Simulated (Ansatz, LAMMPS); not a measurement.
# Which site? C in place of Si in amorphous Si (128 atoms), part 3 of 4

Aim: make C in place of Si at several sites of amorphous Si (128 atoms), relax each, and compare their energies.

Ansatz 0.2.0; Kohn-Sham DFT, PBE, PAW (set soft_2), plane waves.

The cell: 128 Si. The quench rate of 50 K/ps far exceeds what a furnace or splat quench reaches. The network of bonds at the start is that of the classical potential that made the cell. Sampling is at Γ alone, for a cell whose shortest periodic width is 14 Å.

So far. Step 3 (Relaxation): The relaxation converged after 29 steps, 14.5 eV below its start, with a largest force component of 0.039 eV/Å. Step 5 (C on a site of Si, site Si39): The relaxation converged after 15 steps, 3.11 eV below its start, with a largest force component of 0.026 eV/Å.

## (6) C on a site of Si, site Si29

The site has 5 bonded neighbours (Si5) at 2.45 Å on average. 

Input file input.yaml:

```yaml
crystal:
  lattice:
    - [13.705, 0.0, 0.0]
    - [0.0, 13.705, 0.0]
    - [0.0, 0.0, 13.705]
  atoms:
    [... atom lines 1 to 25 left out ...]
    - { symbol: Si, position: [0.3312, 0.36911, 0.44122] }
    - { symbol: Si, position: [0.16105, 0.15254, 0.67715] }
    - { symbol: Si, position: [0.32148, 0.22072, 0.66233] }
    - { symbol: C, position: [0.99426, 0.5252, 0.5913] }
    - { symbol: Si, position: [0.27603, 0.11541, 0.39095] }
    - { symbol: Si, position: [0.12219, 0.66719, 0.17861] }
    - { symbol: Si, position: [0.24474, 0.87901, 0.66415] }
    [... atom lines 33 to 128 left out ...]
kpoints:
  mp_grid: { grid: [1, 1, 1] }
hamiltonian:
  xc: pbe
scf:
  occupations: { method: gaussian, width: 0.05 }
output:
  forces: true
  eigenvalues: true
relax:
  f_tol: 0.05
  max_steps: 90
```

The run is started by

```console
$ ansatz run input.yaml --threads 4 --pin off --max-ram 8192MiB --backend cpu --events-out ev --progress --plain --runs-dir out
```

Numbers of over 12 decimals in the logs are rounded to 6 here.

The program printed:

```text
[...]
Crystal: 128 atoms, lattice volume = 2574.169 Å³
Basis set: ecut = 420 eV, 50301 PW (Γ), exchange–correlation on 192×192×192 points (8 copies of the dense FFT grid, shifted against one another)
Bands: 384, of which v1, the nominal top of the filled ones, is band 256 counted from 1 (255 counted from 0)
Symmetry: 1 space group operations
[...]
k-points: 1
[...]
SCF iter   1: F=—  HF=-80959.002319 eV  |F-HF|=—  |Δ(HF+E_count)|=         —  Δρ=3.50e-3  dr2=8.26e-1  ethr=1.77e-3  ⟨swp⟩=6.0  Hψ=1775  notcnv=0  defer=58
[...]
SCF iter   5: F=—  HF=-80958.881779 eV  |F-HF|=—  |Δ(HF+E_count)|=   4.30e-4  Δρ=3.31e-5  dr2=9.36e-5  ethr=1.41e-7  ⟨swp⟩=2.0  Hψ=518  notcnv=0  defer=122
SCF iter   6: F=-80958.881871 eV  HF=-80958.881864 eV  |F-HF|=6.92e-6  |Δ(HF+E_count)|=   8.51e-5  Δρ=1.23e-5  dr2=1.56e-5  ethr=1.22e-8  ⟨swp⟩=16.0  Hψ=2415  notcnv=0
SCF 1 converged in 6 iterations: F = -80958.881871 eV  dr2 = 1.56e-5
[...]
relax step   1: F+E_penalty+E_count = -80958.88187132 eV  Δ(F+E_penalty+E_count) = +0.000e0 eV  max|allowed force component| = 1.697e0 eV/Å  Δτ_max = 0.0000 Å  (6 SCF iters, dr2 threshold 6.25e-5 eV, accepted)
[...]
relax step   2: F+E_penalty+E_count = -80960.19420050 eV  Δ(F+E_penalty+E_count) = -1.312e0 eV  max|allowed force component| = 1.259e0 eV/Å  Δτ_max = 0.1949 Å  (6 SCF iters, dr2 threshold 1.00e-4 eV, accepted)
[...]
relax step   3: F+E_penalty+E_count = -80960.63482231 eV  Δ(F+E_penalty+E_count) = -4.406e-1 eV  max|allowed force component| = 4.879e-1 eV/Å  Δτ_max = 0.1949 Å  (6 SCF iters, dr2 threshold 9.90e-5 eV, accepted)
relax step   4: F+E_penalty+E_count = -80960.79351784 eV  Δ(F+E_penalty+E_count) = -1.587e-1 eV  max|allowed force component| = 4.012e-1 eV/Å  Δτ_max = 0.1345 Å  (6 SCF iters, dr2 threshold 3.58e-5 eV, accepted)
relax step   5: F+E_penalty+E_count = -80960.93474390 eV  Δ(F+E_penalty+E_count) = -1.412e-1 eV  max|allowed force component| = 2.306e-1 eV/Å  Δτ_max = 0.1950 Å  (6 SCF iters, dr2 threshold 2.42e-5 eV, accepted)
relax step   6: F+E_penalty+E_count = -80960.98972737 eV  Δ(F+E_penalty+E_count) = -5.498e-2 eV  max|allowed force component| = 5.007e-1 eV/Å  Δτ_max = 0.0848 Å  (6 SCF iters, dr2 threshold 1.76e-5 eV, accepted)
relax step   7: F+E_penalty+E_count = -80961.06830307 eV  Δ(F+E_penalty+E_count) = -7.858e-2 eV  max|allowed force component| = 2.717e-1 eV/Å  Δτ_max = 0.1529 Å  (6 SCF iters, dr2 threshold 8.29e-5 eV, accepted)
relax step   8: F+E_penalty+E_count = -80961.11204651 eV  Δ(F+E_penalty+E_count) = -4.374e-2 eV  max|allowed force component| = 4.305e-1 eV/Å  Δτ_max = 0.1950 Å  (6 SCF iters, dr2 threshold 2.17e-5 eV, accepted)
relax step   9: F+E_penalty+E_count = -80961.17740374 eV  Δ(F+E_penalty+E_count) = -6.536e-2 eV  max|allowed force component| = 1.966e-1 eV/Å  Δτ_max = 0.0750 Å  (6 SCF iters, dr2 threshold 5.46e-5 eV, accepted)
relax step  10: F+E_penalty+E_count = -80961.28751269 eV  Δ(F+E_penalty+E_count) = -1.101e-1 eV  max|allowed force component| = 2.760e-1 eV/Å  Δτ_max = 0.1950 Å  (6 SCF iters, dr2 threshold 8.06e-6 eV, accepted)
relax step  11: F+E_penalty+E_count = -80961.39461215 eV  Δ(F+E_penalty+E_count) = -1.071e-1 eV  max|allowed force component| = 1.836e-1 eV/Å  Δτ_max = 0.1950 Å  (6 SCF iters, dr2 threshold 1.59e-5 eV, accepted)
relax step  12: F+E_penalty+E_count = -80961.48424775 eV  Δ(F+E_penalty+E_count) = -8.964e-2 eV  max|allowed force component| = 2.915e-1 eV/Å  Δτ_max = 0.1954 Å  (6 SCF iters, dr2 threshold 1.49e-5 eV, accepted)
relax step  13: F+E_penalty+E_count = -80961.54458247 eV  Δ(F+E_penalty+E_count) = -6.033e-2 eV  max|allowed force component| = 2.986e-1 eV/Å  Δτ_max = 0.1956 Å  (6 SCF iters, dr2 threshold 3.76e-5 eV, accepted)
relax step  14: F+E_penalty+E_count = -80961.58837062 eV  Δ(F+E_penalty+E_count) = -4.379e-2 eV  max|allowed force component| = 4.329e-1 eV/Å  Δτ_max = 0.0941 Å  (6 SCF iters, dr2 threshold 8.92e-5 eV, accepted)
relax step  15: F+E_penalty+E_count = -80961.68237045 eV  Δ(F+E_penalty+E_count) = -9.400e-2 eV  max|allowed force component| = 6.462e-1 eV/Å  Δτ_max = 0.1912 Å  (6 SCF iters, dr2 threshold 1.00e-4 eV, accepted)
relax step  16: F+E_penalty+E_count = -80961.76035313 eV  Δ(F+E_penalty+E_count) = -7.798e-2 eV  max|allowed force component| = 3.756e-1 eV/Å  Δτ_max = 0.1944 Å  (6 SCF iters, dr2 threshold 1.00e-4 eV, accepted)
relax step  17: F+E_penalty+E_count = -80961.81406861 eV  Δ(F+E_penalty+E_count) = -5.372e-2 eV  max|allowed force component| = 1.686e-1 eV/Å  Δτ_max = 0.1110 Å  (6 SCF iters, dr2 threshold 4.77e-5 eV, accepted)
relax step  18: F+E_penalty+E_count = -80961.84039879 eV  Δ(F+E_penalty+E_count) = -2.633e-2 eV  max|allowed force component| = 2.028e-1 eV/Å  Δτ_max = 0.1012 Å  (6 SCF iters, dr2 threshold 5.73e-6 eV, accepted)
relax step  19: F+E_penalty+E_count = -80961.90056689 eV  Δ(F+E_penalty+E_count) = -6.017e-2 eV  max|allowed force component| = 2.552e-1 eV/Å  Δτ_max = 0.1940 Å  (6 SCF iters, dr2 threshold 8.29e-6 eV, accepted)
relax step  20: F+E_penalty+E_count = -80961.98823266 eV  Δ(F+E_penalty+E_count) = -8.767e-2 eV  max|allowed force component| = 3.639e-1 eV/Å  Δτ_max = 0.1956 Å  (6 SCF iters, dr2 threshold 6.51e-5 eV, accepted)
relax step  21: F+E_penalty+E_count = -80962.07820502 eV  Δ(F+E_penalty+E_count) = -8.997e-2 eV  max|allowed force component| = 5.165e-1 eV/Å  Δτ_max = 0.1975 Å  (6 SCF iters, dr2 threshold 1.00e-4 eV, accepted)
relax step  22: F+E_penalty+E_count = -80962.11986554 eV  Δ(F+E_penalty+E_count) = -4.166e-2 eV  max|allowed force component| = 2.822e-1 eV/Å  Δτ_max = 0.0842 Å  (6 SCF iters, dr2 threshold 1.00e-4 eV, accepted)
relax step  23: F+E_penalty+E_count = -80962.13576138 eV  Δ(F+E_penalty+E_count) = -1.590e-2 eV  max|allowed force component| = 1.442e-1 eV/Å  Δτ_max = 0.0737 Å  (6 SCF iters, dr2 threshold 2.38e-5 eV, accepted)
relax step  24: F+E_penalty+E_count = -80962.14929648 eV  Δ(F+E_penalty+E_count) = -1.354e-2 eV  max|allowed force component| = 3.700e-2 eV/Å  Δτ_max = 0.0417 Å  (6 SCF iters, dr2 threshold 5.43e-6 eV, accepted)
[...]
relax step  25: F+E_penalty+E_count = -80962.14929649 eV  Δ(F+E_penalty+E_count) = -1.193e-8 eV  max|allowed force component| = 3.699e-2 eV/Å  Δτ_max = 0.0000 Å  (6 SCF iters, accepted)
SCF converged after 6 iterations
Free energy (F): -80962.149296 eV
[...]
Internal energy: -80962.149285 eV  (E = F + TS)
E sigma→0 (E₀):  -80962.149291 eV
Entropy (-TS):   -0.000012 eV (-0.000 meV/atom)
Fermi energy:    6.348689 eV
[...]
Σ components = -80962.149296   (vs F -80962.149296, Δ=0.00e0)
--- Forces (eV/Å), atoms counted from 1 ---
  atom   1  Si    -0.00633572     0.00286094     0.00190304
  atom   2  Si    -0.00674981     0.01753547     0.01779195
  atom   3  Si    -0.01580802     0.01231377    -0.00234941
  atom   4  Si    -0.00294611     0.00390328     0.00013283
[...]
atom 128  Si     0.00446838    -0.01012816     0.00983507
  max |Σ_I F_I| component: 9.70e-6 eV/Å
--- Band table (eV) ---
[...]
--- Relaxed structure (25 steps of the walk, 25 accepted, 0 SCFs on fresh bases) ---
  F+E_penalty+E_count = -80962.14929649 eV   max|allowed force component| = 3.699e-2 eV/Å
  atoms:
    - { symbol: Si, position: [0.683312, 0.099257, 0.828267] }
    - { symbol: Si, position: [0.319772, 0.339685, 0.888362] }
    - { symbol: Si, position: [0.938478, 0.687335, 0.556744] }
    - { symbol: Si, position: [0.677801, 0.594425, 0.539579] }
[...]
- { symbol: Si, position: [0.227280, 0.570721, 0.288843] }
```

Elapsed: 11 min, on 4 threads of Arm Neoverse V2, shared host; peak memory 2.9 GiB.

The relaxation converged after 25 steps, 3.27 eV below its start, with a largest force component of 0.037 eV/Å.

The surroundings of the C atom, after relaxation, nearest first, numbered as they follow in the input and with coordinates relative to it.

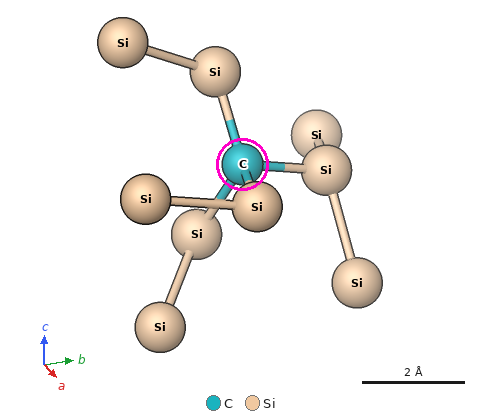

The atoms of the table, within 3.6 Å (arrows a, b, c point along x, y, z); some may hide others; the central atom is ringed.

| atom | x | y | z | distance (Å) | bonds |
| --- | --- | --- | --- | --- | --- |
| C29 | 0.00 | 0.00 | 0.00 | 0.00 | 4 |
| Si3 | -0.19 | 1.83 | -0.47 | 1.90 | 4 |
| Si63 | -0.95 | -0.25 | 1.63 | 1.90 | 4 |
| Si40 | 1.92 | -0.38 | -0.04 | 1.96 | 4 |
| Si35 | -0.68 | -0.70 | -1.71 | 1.97 | 4 |
| Si13 | 1.09 | 2.04 | -2.38 | 3.32 | 4 |
| Si81 | 1.92 | -2.72 | 0.45 | 3.36 | 4 |
| Si36 | -2.43 | 2.43 | -0.75 | 3.51 | 4 |
| Si22 | -0.67 | -2.30 | 2.67 | 3.59 | 4 |
| Si67 | 1.03 | -2.06 | -2.79 | 3.62 | 4 |

The column of bonds counts only the pairs Si-Si within 2.73 Å, Si-C within 2.28 Å; other neighbours, such as metal atoms beside each other in a compound, aren't counted, and periodic images can show an atom twice.

The largest move is 1.40 Å, by Si40.

## (7) C on a site of Si, site Si36

The site has 4 bonded neighbours (Si4) at 2.32 Å on average. 

Input and log are left out; they have the form of those shown for this kind of step.

It took 2.7 min on 4 threads of Arm Neoverse V2, shared host; peak memory 2.9 GiB.

The relaxation converged after 6 steps, 2.58 eV below its start, with a largest force component of 0.036 eV/Å.

A closer look about the C atom, after relaxation: 10 atoms, nearest first, numbered in the order of the input, with positions taken from that point.

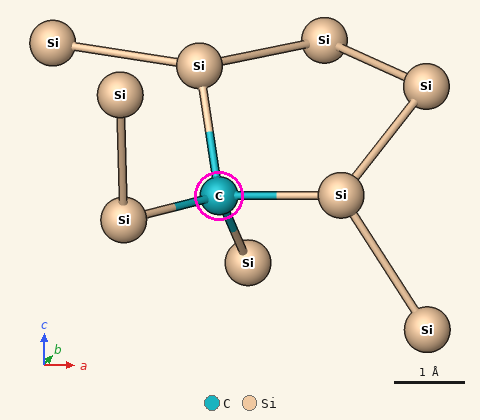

The atoms of the table, within 3.6 Å (arrows a, b, c point along x, y, z); some may hide others; the central atom is ringed.

| atom | x | y | z | distance (Å) | bonds |
| --- | --- | --- | --- | --- | --- |
| C36 | 0.00 | 0.00 | 0.00 | 0.00 | 4 |
| Si4 | -1.10 | -1.57 | -0.08 | 1.92 | 4 |
| Si3 | 1.87 | -0.50 | 0.17 | 1.95 | 4 |
| Si12 | -0.43 | 0.81 | 1.72 | 1.95 | 4 |
| Si107 | 0.15 | 1.49 | -1.27 | 1.97 | 4 |
| Si112 | 1.05 | 2.66 | 1.79 | 3.37 | 4 |
| Si41 | 2.81 | 1.17 | 1.47 | 3.38 | 4 |
| Si23 | -0.93 | -2.78 | 1.99 | 3.54 | 4 |
| Si9 | -2.68 | 1.39 | 1.86 | 3.55 | 4 |
| Si13 | 3.07 | -0.19 | -1.81 | 3.57 | 4 |

The column of bonds counts only the pairs Si-Si within 2.77 Å, Si-C within 2.28 Å; other neighbours, such as metal atoms beside each other in a compound, aren't counted, and periodic images can show an atom twice.

The largest move is 0.45 Å, by Si107.

## (8) C on a site of Si, site Si65

The site has 4 bonded neighbours (Si4) at 2.34 Å on average. 

input.yaml, the sections that differ from step 6:

```yaml
crystal:
  lattice:
    - [13.705, 0.0, 0.0]
    - [0.0, 13.705, 0.0]
    - [0.0, 0.0, 13.705]
  atoms:
    [... atom lines 1 to 61 left out ...]
    - { symbol: Si, position: [0.67107, 0.19951, 0.42061] }
    - { symbol: Si, position: [0.8838, 0.53379, 0.72332] }
    - { symbol: Si, position: [0.16804, 0.00103, 0.75902] }
    - { symbol: C, position: [0.7601, 0.9832, 0.9265] }
    - { symbol: Si, position: [0.37023, 0.61379, 0.97805] }
    - { symbol: Si, position: [0.048, 0.3917, 0.37166] }
    - { symbol: Si, position: [0.73626, 0.86277, 0.27436] }
    [... atom lines 69 to 128 left out ...]
# kpoints, hamiltonian, scf, output, relax: as in step 6
```

The program printed:

```text
[...]
Crystal: 128 atoms, lattice volume = 2574.169 Å³
Basis set: ecut = 420 eV, 50301 PW (Γ), exchange–correlation on 192×192×192 points (8 copies of the dense FFT grid, shifted against one another)
Bands: 384, of which v1, the nominal top of the filled ones, is band 256 counted from 1 (255 counted from 0)
Symmetry: 1 space group operations
[...]
k-points: 1
[...]
SCF iter   1: F=—  HF=-80959.552310 eV  |F-HF|=—  |Δ(HF+E_count)|=         —  Δρ=3.53e-3  dr2=9.21e-1  ethr=1.77e-3  ⟨swp⟩=6.0  Hψ=1789  notcnv=0  defer=58
[...]
SCF iter   5: F=—  HF=-80959.422557 eV  |F-HF|=—  |Δ(HF+E_count)|=   3.91e-4  Δρ=3.37e-5  dr2=9.87e-5  ethr=1.47e-7  ⟨swp⟩=2.0  Hψ=500  notcnv=0  defer=118
SCF iter   6: F=-80959.422651 eV  HF=-80959.422642 eV  |F-HF|=8.42e-6  |Δ(HF+E_count)|=   8.52e-5  Δρ=1.16e-5  dr2=1.35e-5  ethr=1.22e-8  ⟨swp⟩=15.0  Hψ=2480  notcnv=0
SCF 1 converged in 6 iterations: F = -80959.422651 eV  dr2 = 1.35e-5
[...]
relax step   1: F+E_penalty+E_count = -80959.42265078 eV  Δ(F+E_penalty+E_count) = +0.000e0 eV  max|allowed force component| = 2.445e0 eV/Å  Δτ_max = 0.0000 Å  (6 SCF iters, dr2 threshold 6.25e-5 eV, accepted)
[...]
relax step   2: F+E_penalty+E_count = -80960.86401845 eV  Δ(F+E_penalty+E_count) = -1.441e0 eV  max|allowed force component| = 1.834e0 eV/Å  Δτ_max = 0.1948 Å  (6 SCF iters, dr2 threshold 1.00e-4 eV, accepted)
[...]
relax step   3: F+E_penalty+E_count = -80961.62494875 eV  Δ(F+E_penalty+E_count) = -7.609e-1 eV  max|allowed force component| = 5.565e-1 eV/Å  Δτ_max = 0.1949 Å  (6 SCF iters, dr2 threshold 1.00e-4 eV, accepted)
relax step   4: F+E_penalty+E_count = -80961.82484861 eV  Δ(F+E_penalty+E_count) = -1.999e-1 eV  max|allowed force component| = 2.108e-1 eV/Å  Δτ_max = 0.1707 Å  (6 SCF iters, dr2 threshold 2.85e-5 eV, accepted)
relax step   5: F+E_penalty+E_count = -80961.87015174 eV  Δ(F+E_penalty+E_count) = -4.530e-2 eV  max|allowed force component| = 1.319e-1 eV/Å  Δτ_max = 0.0315 Å  (6 SCF iters, dr2 threshold 4.09e-6 eV, accepted)
relax step   6: F+E_penalty+E_count = -80961.87956995 eV  Δ(F+E_penalty+E_count) = -9.418e-3 eV  max|allowed force component| = 5.592e-2 eV/Å  Δτ_max = 0.0192 Å  (6 SCF iters, accepted)
relax step   7: F+E_penalty+E_count = -80961.89075221 eV  Δ(F+E_penalty+E_count) = -1.118e-2 eV  max|allowed force component| = 6.416e-2 eV/Å  Δτ_max = 0.0369 Å  (6 SCF iters, accepted)
relax step   8: F+E_penalty+E_count = -80961.90578944 eV  Δ(F+E_penalty+E_count) = -1.504e-2 eV  max|allowed force component| = 8.058e-2 eV/Å  Δτ_max = 0.0721 Å  (7 SCF iters, accepted)
relax step   9: F+E_penalty+E_count = -80961.94524971 eV  Δ(F+E_penalty+E_count) = -3.946e-2 eV  max|allowed force component| = 1.889e-1 eV/Å  Δτ_max = 0.1947 Å  (6 SCF iters, dr2 threshold 6.49e-6 eV, accepted)
relax step  10: F+E_penalty+E_count = -80962.02092579 eV  Δ(F+E_penalty+E_count) = -7.568e-2 eV  max|allowed force component| = 2.461e-1 eV/Å  Δτ_max = 0.1939 Å  (6 SCF iters, dr2 threshold 3.57e-5 eV, accepted)
relax step  11: F+E_penalty+E_count = -80962.15422745 eV  Δ(F+E_penalty+E_count) = -1.333e-1 eV  max|allowed force component| = 3.928e-1 eV/Å  Δτ_max = 0.1949 Å  (6 SCF iters, dr2 threshold 6.06e-5 eV, accepted)
relax step  12: F+E_penalty+E_count = -80962.32661488 eV  Δ(F+E_penalty+E_count) = -1.724e-1 eV  max|allowed force component| = 2.612e-1 eV/Å  Δτ_max = 0.1952 Å  (6 SCF iters, dr2 threshold 1.00e-4 eV, accepted)
relax step  13: F+E_penalty+E_count = -80962.44706422 eV  Δ(F+E_penalty+E_count) = -1.204e-1 eV  max|allowed force component| = 4.075e-1 eV/Å  Δτ_max = 0.1925 Å  (6 SCF iters, dr2 threshold 3.02e-5 eV, accepted)
relax step  14: F+E_penalty+E_count = -80962.56216307 eV  Δ(F+E_penalty+E_count) = -1.151e-1 eV  max|allowed force component| = 1.830e-1 eV/Å  Δτ_max = 0.1180 Å  (6 SCF iters, dr2 threshold 7.34e-5 eV, accepted)
relax step  15: F+E_penalty+E_count = -80962.64058361 eV  Δ(F+E_penalty+E_count) = -7.842e-2 eV  max|allowed force component| = 3.173e-1 eV/Å  Δτ_max = 0.1922 Å  (6 SCF iters, dr2 threshold 6.75e-6 eV, accepted)
relax step  16: F+E_penalty+E_count = -80962.73255619 eV  Δ(F+E_penalty+E_count) = -9.197e-2 eV  max|allowed force component| = 4.379e-1 eV/Å  Δτ_max = 0.1426 Å  (6 SCF iters, dr2 threshold 2.03e-5 eV, accepted)
relax step  17: F+E_penalty+E_count = -80962.89947388 eV  Δ(F+E_penalty+E_count) = -1.669e-1 eV  max|allowed force component| = 3.986e-1 eV/Å  Δτ_max = 0.1949 Å  (6 SCF iters, dr2 threshold 1.00e-4 eV, accepted)
relax step  18: F+E_penalty+E_count = -80963.02924948 eV  Δ(F+E_penalty+E_count) = -1.298e-1 eV  max|allowed force component| = 2.964e-1 eV/Å  Δτ_max = 0.1914 Å  (6 SCF iters, dr2 threshold 1.00e-4 eV, accepted)
relax step  19: F+E_penalty+E_count = -80963.09233218 eV  Δ(F+E_penalty+E_count) = -6.308e-2 eV  max|allowed force component| = 4.455e-1 eV/Å  Δτ_max = 0.1250 Å  (6 SCF iters, dr2 threshold 4.85e-5 eV, accepted)
relax step  20: F+E_penalty+E_count = -80963.12300038 eV  Δ(F+E_penalty+E_count) = -3.067e-2 eV  max|allowed force component| = 1.911e-1 eV/Å  Δτ_max = 0.0988 Å  (6 SCF iters, dr2 threshold 1.00e-4 eV, accepted)
relax step  21: F+E_penalty+E_count = -80963.14943691 eV  Δ(F+E_penalty+E_count) = -2.644e-2 eV  max|allowed force component| = 1.732e-1 eV/Å  Δτ_max = 0.0674 Å  (6 SCF iters, dr2 threshold 6.71e-6 eV, accepted)
relax step  22: F+E_penalty+E_count = -80963.17208477 eV  Δ(F+E_penalty+E_count) = -2.265e-2 eV  max|allowed force component| = 7.076e-2 eV/Å  Δτ_max = 0.1237 Å  (6 SCF iters, dr2 threshold 5.51e-6 eV, accepted)
relax step  23: F+E_penalty+E_count = -80963.19231663 eV  Δ(F+E_penalty+E_count) = -2.023e-2 eV  max|allowed force component| = 1.055e-1 eV/Å  Δτ_max = 0.1976 Å  (7 SCF iters, accepted)
relax step  24: F+E_penalty+E_count = -80963.20071007 eV  Δ(F+E_penalty+E_count) = -8.393e-3 eV  max|allowed force component| = 6.129e-2 eV/Å  Δτ_max = 0.0512 Å  (6 SCF iters, accepted)
[...]
relax step  25: F+E_penalty+E_count = -80963.20425129 eV  Δ(F+E_penalty+E_count) = -3.541e-3 eV  max|allowed force component| = 4.941e-2 eV/Å  Δτ_max = 0.0334 Å  (6 SCF iters, accepted)
SCF converged after 6 iterations
Free energy (F): -80963.204251 eV
[...]
Internal energy: -80963.203707 eV  (E = F + TS)
E sigma→0 (E₀):  -80963.203979 eV
Entropy (-TS):   -0.000545 eV (-0.004 meV/atom)
Fermi energy:    6.360451 eV
[...]
Σ components = -80963.204251   (vs F -80963.204251, Δ=0.00e0)
--- Forces (eV/Å), atoms counted from 1 ---
  atom   1  Si     0.04230892    -0.03181366     0.01954125
  atom   2  Si    -0.00358871    -0.00033950     0.00413761
  atom   3  Si     0.00160519    -0.00056582    -0.00434807
  atom   4  Si    -0.00315840     0.00000165    -0.00174463
[...]
atom 128  Si    -0.00423562    -0.00579712     0.00408065
  max |Σ_I F_I| component: 2.61e-5 eV/Å
--- Band table (eV) ---
[...]
--- Relaxed structure (25 steps of the walk, 25 accepted, 0 SCFs on fresh bases) ---
  F+E_penalty+E_count = -80963.20425129 eV   max|allowed force component| = 4.941e-2 eV/Å
  atoms:
    - { symbol: Si, position: [0.674787, 0.072616, 0.851287] }
    - { symbol: Si, position: [0.304169, 0.341524, 0.873593] }
    - { symbol: Si, position: [0.940160, 0.685492, 0.562817] }
    - { symbol: Si, position: [0.690536, 0.589863, 0.537632] }
[...]
- { symbol: Si, position: [0.243006, 0.567245, 0.266234] }
```

Run time: 11 min. Hardware: 4 threads; peak memory 2.9 GiB.

The relaxation converged after 25 steps, 3.78 eV below its start, with a largest force component of 0.049 eV/Å.

(Continued in part 4 of 4.)

[Logs are printed without paths, hosts, clocks, repeated set-up lines and the standing remarks that a program may print on its own settings, such as how far it seeks lower states.]

[Hosts, paths, dates, database ids (printed as entryN), source tags and the programs' standing remarks are cut or masked in the printed files.]
